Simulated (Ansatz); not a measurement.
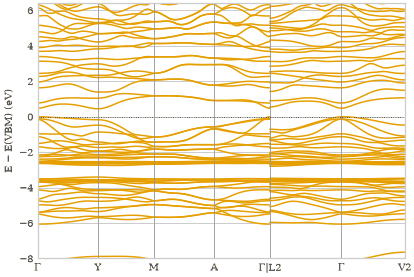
Figure. Band structure from plane-wave PAW r²SCAN (Ansatz code)

The gap is 0.40 eV; an edge lies off the plotted path or next to a special point (maximum at Γ, minimum off the standard path).

The material is Cu2SiTe3 in space group Cc (No. 9; Pearson symbol mS24).

The first step of the workflow began from a Materials Project structure, measured or hypothetical; the Crystallography Open Database copy checked does not list it. With Si and Cu taken as one species the cell has the higher symmetry Imm2, so it may be an ordered model of a mixed-site phase. Whether it is the stable phase at ambient conditions was not checked. Symmetry was held in the r²SCAN relaxation; whether a distortion lowers the energy is not shown. The run is not spin-polarised. Scalar-relativistic: spin–orbit coupling is off unless named, which matters more the heavier the elements.

Potentials: the earlier of the program's two PAW sets.
